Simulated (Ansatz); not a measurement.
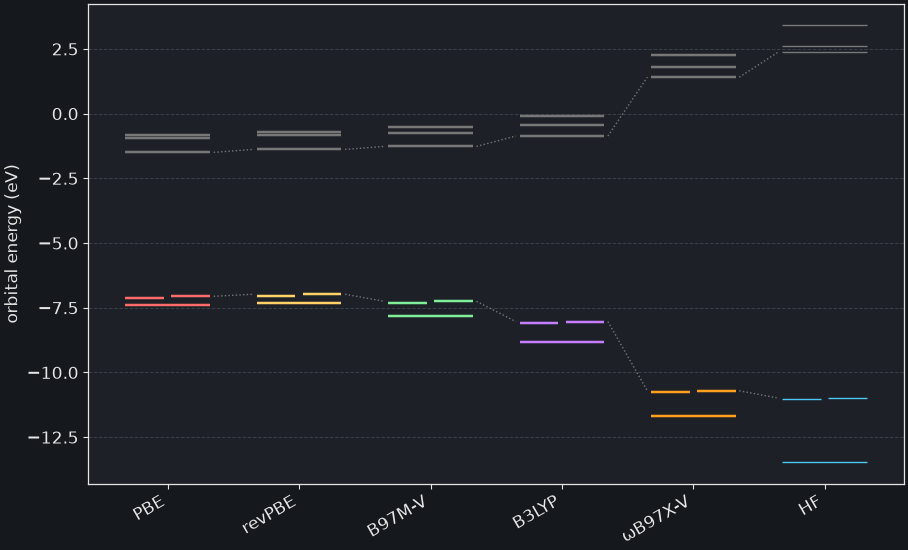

Frontier orbital energies of C₂H₃AlO₂, SMILES C#[C][Al]([OH])[OH], singlet at one geometry, def2-TZVPP, the Ansatz code, at a PBE0-D4/def2-TZVP geometry (a minimum by its frequencies). Empty levels are grey, levels within 0.1 eV stand side by side; all columns show the same few orbitals around the gap. Dotted lines join the HOMOs and the LUMOs.

Q: How do the frontier levels move from column to column?

A: The separation grows from 5.56 eV (PBE) to 13.38 eV (HF).

```tsv
level	HOMO (eV)	LUMO (eV)	separation (eV)
PBE	−7.06	−1.49	5.56
revPBE	−6.98	−1.38	5.60
B97M-V	−7.25	−1.27	5.99
B3LYP	−8.04	−0.86	7.17
ωB97X-V	−10.71	1.41	12.12
HF	−10.99	2.39	13.38
```

Caveats, for all or some of the runs: empty levels above zero depend strongly on the basis.
